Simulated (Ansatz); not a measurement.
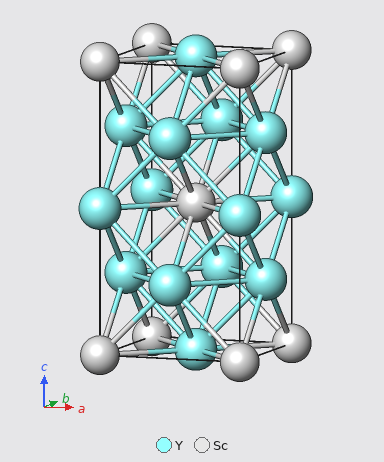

Ball-and-stick representation of a periodic structure, projected slightly off an axis. Lines trace the edges of the conventional unit cell.

**Determine the stoichiometry.**

Y$_{3}$Sc. The cell holds 6 Y, 2 Sc, counting shared atoms by their share.

**Lattice type?**

Body-centred tetragonal.

**Name the space group.**

I4/mmm (No. 139), with Y on 2b, Y on 4d and Sc on 2a.

**Describe the environment of the Sc atoms.**

Twelve Y in a cuboctahedral arrangement.

**Is the bonded network molecular, chain-like, layered or three-dimensional?**

The bonds build a three-dimensional framework.

The structure was taken from a textbook structure type filled with these elements (whether it is the usual form wasn't checked). Cell shown after relaxation with DFT PBE, scalar-relativistic, plane waves, PAW in Ansatz 0.2.0.
